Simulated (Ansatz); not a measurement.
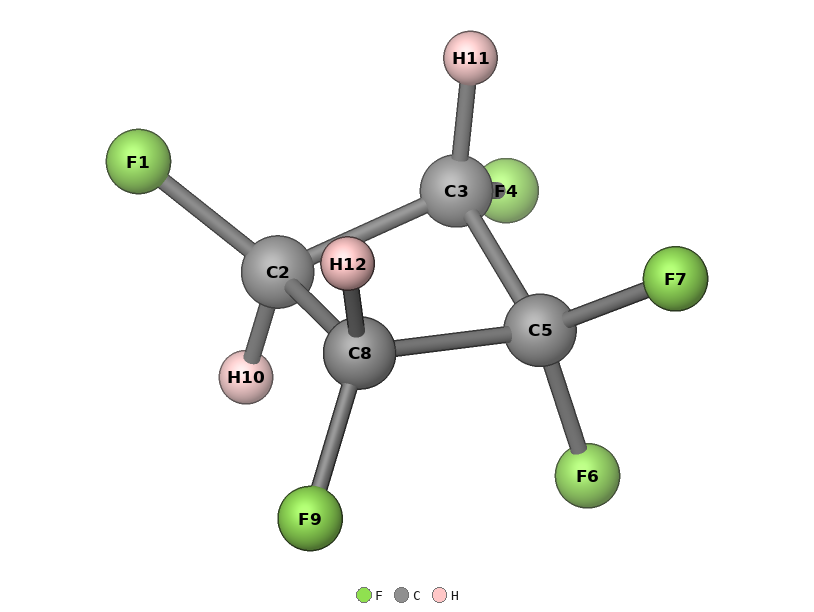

Distant atoms are faded towards the background colour. The computed structure is the end point of a PBE-D4/def2-SVP optimisation. No frequency run is at hand to confirm it as a minimum.

> How is the 4-membered ring C2–C3–C5–C8 puckered?

It is puckered (butterfly). The Cremer–Pople amplitude Q is 0.28 Å.

> Give the torsion angles round the ring, beginning with the bond from its second to its third atom.

−20°, 20°, −21°, 21°.
